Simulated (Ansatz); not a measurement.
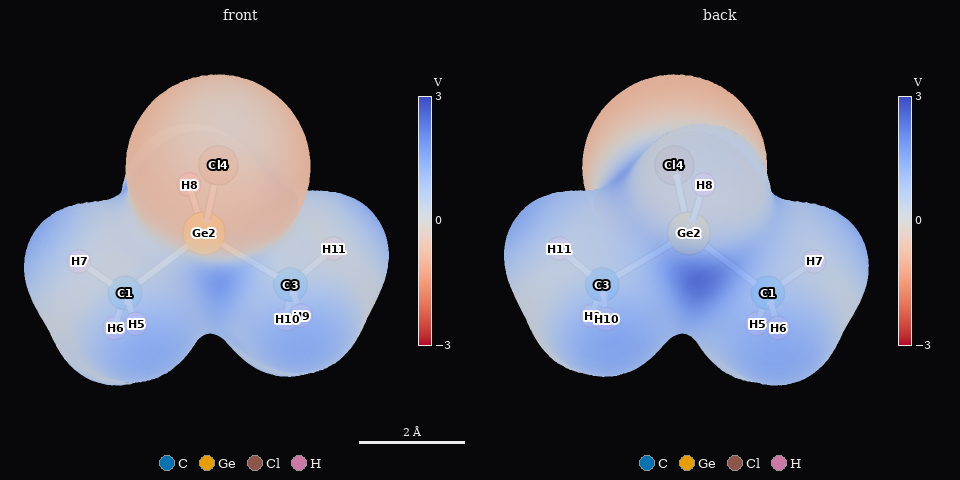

The picture shows: C₂H₇ClGe (SMILES [CH3][GeH]([CH3])[Cl]). The electrostatic potential painted on the density surface at 0.004 e/bohr³, seen from the front and from behind; red is negative and blue positive.

Geometry: PBE0-D4/def2-TZVP.

Theory: Ansatz, RKS PBE0-D4/def2-TZVPP.

```xyz
11

C    -0.9787    1.3309   -0.1549
Ge   -0.4339   -0.5326   -0.0958
C     1.4108   -0.7762    0.4617
Cl   -0.5773   -1.2896   -2.1279
H    -0.3089    1.8911   -0.8082
H    -0.9413    1.7640    0.8468
H    -1.9958    1.4133   -0.5379
H    -1.4062   -1.3931    0.7317
H     2.0726   -0.2071   -0.1920
H     1.5408   -0.4276    1.4883
H     1.6833   -1.8301    0.4089
```

Describe the electrostatic potential map.

The most negative region (about −0.9 V) lies over Cl4, the most positive (about +2.4 V) over Ge2.
